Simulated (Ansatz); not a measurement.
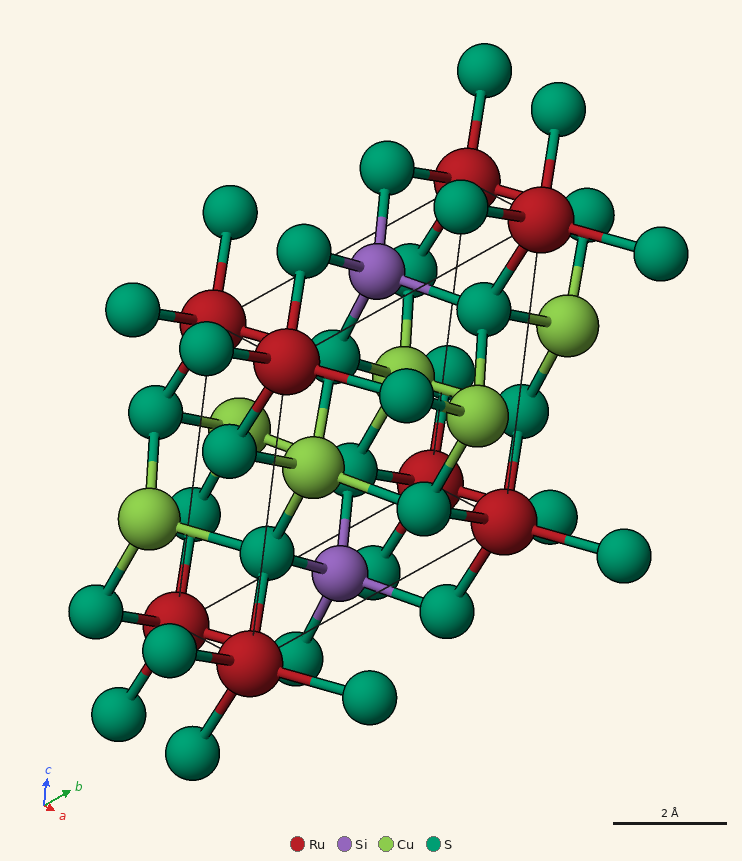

Crystal structure, ball-and-stick style, seen slightly off an axis. The simulation cell is outlined; an atom on or near a face, edge or corner is repeated at each equivalent position. Atoms of adjacent cells appear where they bond to atoms in the box.

```yaml
crystal:
  lattice:
    - [0.00000, 5.26357, 0.00000]
    - [5.26357, 0.00000, 0.00000]
    - [2.63178, 2.63178, -5.15718]
  atoms:
    - { symbol: Ru, position: [0.00000, 0.00000, 0.00000] }
    - { symbol: Si, position: [0.50000, 0.50000, 0.00000] }
    - { symbol: Cu, position: [0.75000, 0.25000, 0.50000] }
    - { symbol: Cu, position: [0.25000, 0.75000, 0.50000] }
    - { symbol: S, position: [0.39310, 0.39310, 0.75340] }
    - { symbol: S, position: [0.60690, 0.14650, 0.24660] }
    - { symbol: S, position: [0.85350, 0.85350, 0.75340] }
    - { symbol: S, position: [0.14650, 0.60690, 0.24660] }
```

Theory: DFT, PAW plane waves, LDA, spin-orbit in Ansatz 0.2.0. Numerical settings: 420 eV cutoff, a 6×6×5 k-point mesh, Gaussian smearing of 0.1 eV, no moments seeded, so the run stays non-magnetic, spinor wavefunctions.

Predict the Bader charges.

Cu +0.46 e; Si +2.35 e; Ru +0.46 e; S -0.93 e.

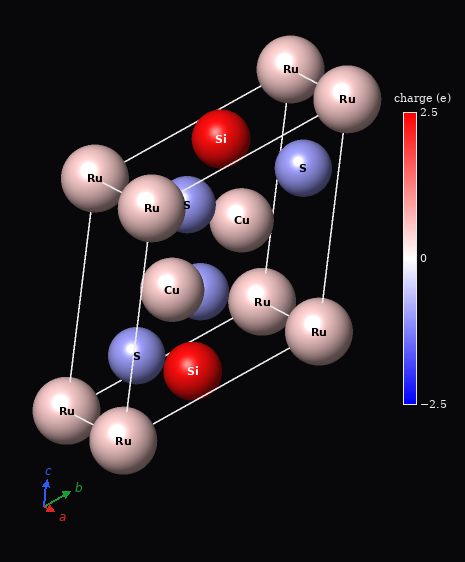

The atoms coloured by those charges.

The structure is a generated cell, made by putting these elements into a known structure type (the compound may or may not exist in this form); no relaxation was done. An electronic-structure calculation with Ansatz was run on it.

At this level of theory the cell isn't at rest (stretched, at -7 GPa and forces up to 0.8 eV/Å), so its distances can differ from those at equilibrium, the more so the softer the solid.
